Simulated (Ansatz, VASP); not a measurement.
**Cross-check of ZnS (Sphalerite) between VASP and Ansatz**

Aim: how closely do two programs agree when they are given the same cell, functional and k mesh? The cell comes out of the VASP series on this material, whose earlier steps may have relaxed, scaled or displaced it; both programs get it as it stands.

Program: Ansatz 0.2.0. Level of theory: plane waves, with VASP 6.6.1 beside it; band structure at r2SCAN and single point at r2SCAN. Results are calculated unless marked as measured.

### Step 1. The structure

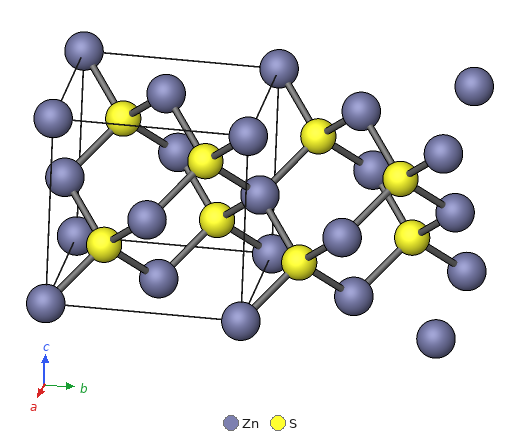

The cell as given, slightly off an axis (zinc blue, sulfur yellow). 1×2×1 cells are drawn. This picture shows the conventional cell, with its axes. Bonds to atoms that aren't drawn are left out. Some periodic images of atoms are drawn too.

Coordinates:

```cif
data_structure
_symmetry_space_group_name_H-M 'P 1'
_symmetry_Int_Tables_number 1
_cell_length_a 3.8046
_cell_length_b 3.8046
_cell_length_c 3.8046
_cell_angle_alpha 60.000
_cell_angle_beta 60.000
_cell_angle_gamma 60.000
_cell_volume 38.94
loop_
_atom_site_label
_atom_site_type_symbol
_atom_site_fract_x
_atom_site_fract_y
_atom_site_fract_z
_atom_site_occupancy
Zn1 Zn 0.00000 0.00000 0.00000 1
S2 S 0.25000 0.25000 0.25000 1
```

### Step 2. VASP: band structure, r2SCAN

Levels along a path test the potential and the projectors away from the mesh points.

Lines of VASP's logs that name or quote its potential files are left out, and so is its time.

Input file INCAR:

```
SYSTEM = ZnS
PREC = Accurate
ENCUT = 400
EDIFF = 1E-06
NELM = 100
ISMEAR = 0
SIGMA = 0.05
LREAL = .FALSE.
ALGO = Normal
METAGGA = R2SCAN
LASPH = .TRUE.
NBANDS = 21
LORBIT = 11
LWAVE = .FALSE.
LCHARG = .FALSE.
KPAR = 2
```

Input file POSCAR:

```
ZnS
1.0
    0.0000000000      2.6902736767      2.6902736767
    2.6902736767      0.0000000000      2.6902736767
    2.6902736767      2.6902736767      0.0000000000
Zn S
1 1
Direct
    0.0000000000      0.0000000000      0.0000000000
    0.2500000000      0.2500000000      0.2500000000
```

Input file KPOINTS:

```
Automatic mesh
0
Gamma
7 7 7
0 0 0
```

Input file KPOINTS_OPT:

```
Line mode
16
Line-mode
Reciprocal
  0.00000000   0.00000000   0.00000000 GAMMA
  0.50000000   0.00000000   0.50000000 X

  0.50000000   0.00000000   0.50000000 X
  0.50000000   0.25000000   0.75000000 W

  0.50000000   0.25000000   0.75000000 W
  0.37500000   0.37500000   0.75000000 K

  0.37500000   0.37500000   0.75000000 K
  0.00000000   0.00000000   0.00000000 GAMMA

  0.00000000   0.00000000   0.00000000 GAMMA
  0.50000000   0.50000000   0.50000000 L

  0.50000000   0.50000000   0.50000000 L
  0.62500000   0.25000000   0.62500000 U

  0.62500000   0.25000000   0.62500000 U
  0.50000000   0.25000000   0.75000000 W

  0.50000000   0.25000000   0.75000000 W
  0.50000000   0.50000000   0.50000000 L

  0.50000000   0.50000000   0.50000000 L
  0.37500000   0.37500000   0.75000000 K

  0.62500000   0.25000000   0.62500000 U
  0.50000000   0.00000000   0.50000000 X
```

Potentials, in the order of the species: Zn and S (PBE family, release 64).

On the command line:

```
> mpirun -np 2 vasp_std
```

Numbers of over 12 decimals in the logs are rounded to 6 here.

The program printed:

```text
[banner, memory and clock lines left out]
running    2 mpi-ranks, on    1 nodes
 distrk:  each k-point on    1 cores,    2 groups
 distr:  one band on    1 cores,    1 groups

 POSCAR found type information on POSCAR ZnS
 POSCAR found :  2 types and       2 ions
|                                                                             |
|               ----> ADVICE to this user running VASP <----                  |
|                                                                             |
|     You enforced a specific xc type in the INCAR file but a different       |
|     [... a line on the potential file left out ...]
|     I HOPE YOU KNOW WHAT YOU ARE DOING!                                     |
|                                                                             |

 LDA part: xc-table for (None), standard interpolation
 POSCAR, INCAR and KPOINTS ok, starting setup
 FFT: planning ... GRIDC
 FFT: planning ... GRID_SOFT
 FFT: planning ... GRID
 WAVECAR not read
 entering main loop
       N       E                     dE             d eps       ncg     rms          rms(c)
DAV:   1     0.857205550712E+02    0.85721E+02   -0.73384E+03   848   0.893E+02
DAV:   2    -0.137098756621E+02   -0.99430E+02   -0.90570E+02   855   0.220E+02
DAV:   3    -0.218361627804E+02   -0.81263E+01   -0.80356E+01   996   0.611E+01
DAV:   4    -0.219296300441E+02   -0.93467E-01   -0.93420E-01   958   0.660E+00
DAV:   5    -0.219301109008E+02   -0.48086E-03   -0.48084E-03   978   0.479E-01    0.727E+00
DAV:   6    -0.188778923195E+02    0.30522E+01   -0.10854E+00   895   0.285E+01    0.640E+00
DAV:   7    -0.188444255092E+02    0.33467E-01   -0.33583E-01   971   0.805E+00    0.378E+00
DAV:   8    -0.188589373770E+02   -0.14512E-01   -0.32138E-02   975   0.137E+00    0.118E+00
DAV:   9    -0.188599536419E+02   -0.10163E-02   -0.35822E-03   979   0.115E+00    0.157E-01
DAV:  10    -0.188600958028E+02   -0.14216E-03   -0.89478E-04   915   0.270E-01    0.105E-01
DAV:  11    -0.188600903720E+02    0.54309E-05   -0.30149E-05  1112   0.822E-02    0.632E-02
DAV:  12    -0.188601279923E+02   -0.37620E-04   -0.48928E-05   895   0.690E-02    0.162E-02
DAV:  13    -0.188601243291E+02    0.36631E-05   -0.46113E-06   990   0.131E-02    0.146E-02
DAV:  14    -0.188601251086E+02   -0.77949E-06   -0.21549E-07   500   0.103E-02
   1 F= -.18860125E+02 E0= -.18860125E+02  d E =-.131684E-19
 Start KPOINTS_OPT (optional k-point list driver)
k-point batch [1-20\160]
       N       E                     dE             ncg
DAV:   1     0.863491536359E+03   -0.68753E+04      856
DAV:   2    -0.113662969343E+04   -0.20001E+04      899
DAV:   3    -0.129122165060E+04   -0.15459E+03      978
DAV:   4    -0.129288499822E+04   -0.16633E+01      976
DAV:   5    -0.129289272873E+04   -0.77305E-02      990
DAV:   6    -0.129289279195E+04   -0.63215E-04      971
DAV:   7    -0.129289279259E+04   -0.63829E-06      891
[...]
k-point batch [141-160\160]
       N       E                     dE             ncg
DAV:   1     0.682395726815E+03   -0.11945E+05      856
DAV:   2    -0.125172064454E+04   -0.19341E+04      893
DAV:   3    -0.139876920998E+04   -0.14705E+03     1045
DAV:   4    -0.140033928613E+04   -0.15701E+01      935
DAV:   5    -0.140034730050E+04   -0.80144E-02      989
DAV:   6    -0.140034737657E+04   -0.76077E-04      963
DAV:   7    -0.140034737755E+04   -0.97338E-06      967
```

Parts of OUTCAR (step 2):

```text
ion  position               nearest neighbor table
   1  0.000  0.000  0.000-   2 2.33   2 2.33   2 2.33   2 2.33
   2  0.250  0.250  0.250-   1 2.33   1 2.33   1 2.33   1 2.33

  LATTYP: Found a face centered cubic cell.
 ALAT       =     5.3805473534

 Subroutine GETGRP returns: Found 24 space group operations
 (whereof 24 operations were pure point group operations)

The static configuration has the point symmetry T_d .

 Found     20 irreducible k-points:

   k-points           NKPTS =     20   k-points in BZ     NKDIM =     20   number of bands    NBANDS=     21

   dimension x,y,z NGX =    28 NGY =   28 NGZ =   28
   dimension x,y,z NGXF=    56 NGYF=   56 NGZF=   56

   ENCUT  =  400.0 eV  29.40 Ry    5.42 a.u.   6.20  6.20  6.20*2*pi/ulx,y,z

   NELECT =      18.0000    total number of electrons

 k-points in reciprocal lattice and weights: Automatic mesh
   0.00000000  0.00000000  0.00000000       0.003
   0.14285714  0.00000000  0.00000000       0.023
   0.28571429  0.00000000  0.00000000       0.023
   0.42857143  0.00000000  0.00000000       0.023
   0.14285714  0.14285714  0.00000000       0.017
   0.28571429  0.14285714  0.00000000       0.070
   0.42857143  0.14285714  0.00000000       0.070
  -0.42857143  0.14285714  0.00000000       0.070
  -0.28571429  0.14285714  0.00000000       0.070
[...]
-0.42857143  0.42857143  0.14285714       0.070
  -0.28571429  0.42857143  0.14285714       0.070

 average (electrostatic) potential at core
       1 -41.6806       2 -91.5064

 E-fermi :   2.2617

 k-point     1 :       0.0000    0.0000    0.0000
  band No.  band energies     occupation
    ...
      5      -4.0294      2.00000
      6      -4.0294      2.00000
      7       1.9556      2.00000
      8       1.9556      2.00000
      9       1.9556      2.00000
     10       4.6900      0.00000
     11       8.8461      0.00000
     12       8.8463      0.00000
     13       8.8463      0.00000
     14      14.2739      0.00000
    ...

 k-point     2 :       0.1429    0.0000    0.0000
  band No.  band energies     occupation
    ...
      5      -4.0311      2.00000
      6      -4.0311      2.00000
      7       0.6126      2.00000
      8       1.7599      2.00000
      9       1.7599      2.00000
     10       5.6151      0.00000
     11       8.7759      0.00000
     12       9.1791      0.00000
     13       9.1792      0.00000
     14      13.5602      0.00000
    ...

 k-point     3 :       0.2857    0.0000    0.0000
  band No.  band energies     occupation
    ...
      5      -4.0242      2.00000
      6      -4.0241      2.00000
      7      -1.4187      2.00000
      8       1.3683      2.00000
      9       1.3683      2.00000
     10       5.9954      0.00000
     11       9.5107      0.00000
     12       9.5108      0.00000
     13       9.8499      0.00000
     14      13.6800      0.00000
    ...

  Total        0.0001910      0.0001910      0.0001910      0.0000000      0.0000000      0.0000000
  in kB        0.0078579      0.0078579      0.0078579      0.0000000      0.0000000      0.0000000
  external PRESSURE =       0.0078579 kB  Pullay stress =       0.0000000 kB

  energy-cutoff  :      400.00
  volume of cell :       38.94
      direct lattice vectors                 reciprocal lattice vectors
     0.000000000  2.690273677  2.690273677    -0.185854697  0.185854697  0.185854697
     2.690273677  0.000000000  2.690273677     0.185854697 -0.185854697  0.185854697
     2.690273677  2.690273677  0.000000000     0.185854697  0.185854697 -0.185854697

 POSITION                                       TOTAL-FORCE (eV/Angst)
 -----------------------------------------------------------------------------------
      0.00000      0.00000      0.00000        -0.000000     -0.000000      0.000000
      1.34514      1.34514      1.34514         0.000000      0.000000     -0.000000
 -----------------------------------------------------------------------------------
    total drift:                                0.000012      0.000012      0.000011

  FREE ENERGIE OF THE ION-ELECTRON SYSTEM (eV)
  ---------------------------------------------------
  free  energy   TOTEN  =       -18.8601251086 eV

  energy  without entropy=      -18.8601251086  energy(sigma->0) =      -18.86012511

 total charge
# of ion       s       p       d       tot
------------------------------------------
    1        0.504   0.486   9.818  10.807
    2        1.302   2.470   0.000   3.773
--------------------------------------------------
tot          1.806   2.956   9.818  14.580

[... 3 further parts left out ...]
```

The run ends at a pressure of 0.00 GPa.

### Step 3. Ansatz: band structure, r2SCAN

Ansatz runs on its default PAW (the set named soft_2) files.

The same cell, functional, mesh and smearing now go to Ansatz, which takes its cutoff from its data sets.

Input file input.yaml:

```yaml
crystal:
  lattice:
    - [0.0, 2.6902736767, 2.6902736767]
    - [2.6902736767, 0.0, 2.6902736767]
    - [2.6902736767, 2.6902736767, 0.0]
  atoms:
    - { symbol: Zn, position: [0.0, 0.0, 0.0] }
    - { symbol: S, position: [0.25, 0.25, 0.25] }
hamiltonian:
  xc: r2scan
  pseudopotentials: { kind: paw }
kpoints:
  mp_grid: { grid: [7, 7, 7] }
  band_path:
    path:
      - [0.0, 0.0, 0.0]
      - [0.16667, 0.0, 0.16667]
      - [0.33333, 0.0, 0.33333]
      - [0.5, 0.0, 0.5]
      - [0.5, 0.08333, 0.58333]
      - [0.5, 0.18333, 0.68333]
      - [0.5, 0.25, 0.75]
      - [0.45, 0.3, 0.75]
      - [0.40833, 0.34167, 0.75]
      - [0.35, 0.35, 0.7]
      - [0.225, 0.225, 0.45]
      - [0.075, 0.075, 0.15]
      - [0.03333, 0.03333, 0.03333]
      - [0.23333, 0.23333, 0.23333]
      - [0.4, 0.4, 0.4]
      - [0.51667, 0.46667, 0.51667]
      - [0.55833, 0.38333, 0.55833]
      - [0.60833, 0.28333, 0.60833]
      - [0.60833, 0.25, 0.64167]
      - [0.55833, 0.25, 0.69167]
      - [0.51667, 0.25, 0.73333]
      - [0.5, 0.3, 0.7]
      - [0.5, 0.38333, 0.61667]
      - [0.5, 0.48333, 0.51667]
      - [0.475, 0.475, 0.55]
      - [0.425, 0.425, 0.65]
      - [0.38333, 0.38333, 0.73333]
      - [0.59167, 0.18333, 0.59167]
      - [0.55, 0.1, 0.55]
      - [0.5, 0.0, 0.5]
    npoints: 1
scf:
  occupations: { method: gaussian, width: 0.05 }
  n_extra_bands: 7
output:
  forces: true
  stress: true
  eigenvalues: true
  write_density: true
  write_potential: true
  elf: true
  volumetric_format: npy
```

On the command line:

```
> ansatz run input.yaml --threads 2 --pin off --max-ram 4608MiB --backend cpu --events-out ev --progress --plain --runs-dir out
```

The program printed:

```text
scf.n_extra_bands = 7 over 9 filled bands (N_el = 18.0): the run solves 16 bands
Engine: ansatz 0.2.0, aarch64-unknown-linux-gnu
Pseudopotentials: kind: paw
Pseudopotential: Zn, paw, valence charge 12, recommended cutoff 500 eV (meta_gga), Zn.paw.azcp
Pseudopotential: S, paw, valence charge 6, recommended cutoff 500 eV (meta_gga), S.paw.azcp
Functional definition: r2SCAN
  parameter k0 = 0.174
  parameter k1 = 0.065
  parameter a1 = 4.9479
  exchange = r2scan_x(k0 = k0, k1 = k1, a1 = a1)
  correlation = r2scan_c
Crystal: 2 atoms, lattice volume = 38.942 Å³
Basis set: ecut = 500 eV, 965 PW (Γ), exchange–correlation on 120×120×120 points (64 copies of the dense FFT grid, shifted against one another)
Bands: 16, of which v1, the nominal top of the filled ones, is band 9 counted from 1 (8 counted from 0)
Symmetry: 24 space group operations
Space group: F-43m (ITA 216), of the structure as read, at distance tolerance 3.4e-5 Å
k-points: 20 of 343 (time reversal used)
Non-local potential: Zn, projectors of the file, l = 0: 2, l = 1: 2, l = 2: 3, l = 3: 1
Non-local potential: S, projectors of the file, l = 0: 2, l = 1: 2, l = 2: 2
PAW form: soft (Blöchl's): semilocal exchange-correlation on the pseudo side does not see the compensation charge
PAW frozen core: Zn, regenerated for the run's functional (the file was generated under x = pbe(κ = 0.804, μ = 0.219515), c = pbe(β = 0.066725))
PAW frozen core: S, regenerated for the run's functional (the file was generated under x = pbe(κ = 0.804, μ = 0.219515), c = pbe(β = 0.066725))
PAW one-centre angular grid: Zn, 590 points (default); XC on 261 of its mesh's 2673 points in the sphere
PAW one-centre angular grid: S, 302 points (default); XC on 160 Gauss nodes
Initial density: superposition of atomic densities (neutral atoms: chi_scale 0, normalization atom), corrected by the library's trained network
Initial wavefunctions: pseudopotential atomic-orbital guess
Functional: x = r2scan, c = r2scan; τ floored in thin density (d = 2e-4 eV/Å³)
SCF iter   1: F=—  HF=-4233.451463 eV  |F-HF|=—  |Δ(HF+E_count)|=         —  Δρ=1.57e-2  dr2=4.74e-2  dr2_τ=6.76e-3  ethr=1.77e-3  ⟨swp⟩=5.2  Hψ=1827  notcnv=0  defer=9
preconditioner: auto → none  [insulator: Δε(μ)=2.708 eV  Ē_g=15.775 eV  σ=0.050 eV  W_gap=1.00  n_scr=14 (ndim 8)  ℏωp=25.2 eV  f_vac=0.026  D(μ)=0.00/eV (n_scr^D=0)  ε∞_Penn≈3.6]
SCF iter   2: F=—  HF=-4233.454620 eV  |F-HF|=—  |Δ(HF+E_count)|=   3.16e-3  Δρ=4.76e-3  dr2=8.65e-3  dr2_τ=3.52e-4  ethr=2.63e-4  ⟨swp⟩=2.5  Hψ=758  notcnv=0  defer=42
SCF iter   3: F=—  HF=-4233.449243 eV  |F-HF|=—  |Δ(HF+E_count)|=   5.38e-3  Δρ=2.91e-3  dr2=1.35e-3  dr2_τ=8.46e-6  ethr=4.81e-5  ⟨swp⟩=2.0  Hψ=536  notcnv=0  defer=42
SCF iter   4: F=—  HF=-4233.449566 eV  |F-HF|=—  |Δ(HF+E_count)|=   3.23e-4  Δρ=2.41e-4  dr2=3.67e-5  dr2_τ=1.86e-6  ethr=7.50e-6  ⟨swp⟩=2.0  Hψ=656  notcnv=0  defer=42
SCF iter   5: F=—  HF=-4233.449555 eV  |F-HF|=—  |Δ(HF+E_count)|=   1.13e-5  Δρ=1.04e-4  dr2=4.13e-6  dr2_τ=5.32e-8  ethr=2.04e-7  ⟨swp⟩=2.0  Hψ=327  notcnv=0  defer=42
SCF iter   6: F=-4233.449554 eV  HF=-4233.449554 eV  |F-HF|=5.01e-9  |Δ(HF+E_count)|=   3.24e-7  Δρ=7.69e-6  dr2=1.65e-8  dr2_τ=2.05e-9  ethr=5.56e-10  ⟨swp⟩=11.1  Hψ=2369  notcnv=0
SCF 1 converged in 6 iterations: F = -4233.449554 eV  dr2 = 1.65e-8
  greatest PAW one-centre occupation: 0.983 electrons in one spin orbital (limit 2), on the Zn atom at site 0 (counted from 0), in its partial waves of l = 2
NSCF: frozen V_eff on 30 k-points
SCF converged after 6 iterations
Free energy (F): -4233.449554 eV
Harris-Foulkes:  -4233.449554 eV  (|F-HF|=5.01e-9)
Internal energy: -4233.449554 eV  (E = F + TS)
E sigma→0 (E₀):  -4233.449554 eV
Fermi energy:    7.044107 eV
--- Per-component energies (eV) ---
  E_band       = -0.272229
  E_kinetic    = 237.693802
  E_local      = -2038.056644  (includes V_loc(G=0)·N_el)
  E_nonlocal   = 646.548633
  E_hartree    = 855.210199
  E_xc         = -215.878503
  E_vxc        = -148.355112  (∫ρ·V_xc dr)
  E_paw        = -2459.832084  (= ΣΔE_a)
  E_vpaw       = -415.863337  (= ΣTr[D̂ρ^β])
  E_aug_tail   = -0.000067  (compensation charges beyond the density's cutoff)
  E_vtau       = 7.340374  (kinetic-family band-sum trace: ∫τ·v_τ [+ j·A + Jᵃ·Aᵃ] dr)
  E_ewald      = -1258.842504
  E_core_change = -0.292385  (= ΣΔE_core)
  E_smearing   = -0.000000  (= −TS)
  E_closure    = 0.000000  (closes the sum)
  Σ components = -4233.449554   (vs F -4233.449554, Δ=0.00e0)
--- Forces (eV/Å), atoms counted from 1 ---
  atom   1  Zn     0.00000000     0.00000000    -0.00000000
  atom   2  S     -0.00000000     0.00000000     0.00000000
  max |Σ_I F_I| component: 5.55e-17 eV/Å
--- Stress (GPa, compression-positive) ---
        0.383072       0.000000       0.000000
       -0.000000       0.383072       0.000000
        0.000000       0.000000       0.383072
  P = ⅓ Tr σ = 0.3831 GPa (3.831 kbar)
--- Band table (eV; the first three rows and the last of 20) ---
  k-point 0: bands = [... 5 lower, -0.3141, 5.6812, 5.6812, 5.6812, 8.4060, 12.5413, 12.5413, 12.5413, ... 3 higher]
  k-point 1: bands = [... 5 lower, -0.3159, 4.3381, 5.4853, 5.4853, 9.3308, 12.4739, 12.8723, 12.8723, ... 3 higher]
  k-point 2: bands = [... 5 lower, -0.3085, 2.3061, 5.0932, 5.0932, 9.7119, 13.2034, 13.2034, 13.5493, ... 3 higher]
  k-point 19: bands = [... 5 lower, 0.0620, 0.9663, 2.5019, 3.4242, 11.1774, 12.4156, 14.2005, 15.1332, ... 3 higher]
```

Elapsed: 2.9 s, on 2 threads of Arm Neoverse V1, shared host; peak memory 0.41 GiB.

Reading the cycles: dr2 is the Hartree energy of the density residual (eV), the measure of convergence; HF is the Harris–Foulkes estimate of the energy, which meets the free energy F at convergence.

[end of part 1 of 2]

[Lines on the potential files, build, host, timing and source positions are cut from VASP's logs without a mark.]

[Logs are printed without paths, hosts, clocks, repeated set-up lines and the standing remarks that a program may print on its own settings, such as how far it seeks lower states.]

[Hosts, paths, dates, database ids (printed as entryN), source tags and the programs' standing remarks are cut or masked in the printed files.]
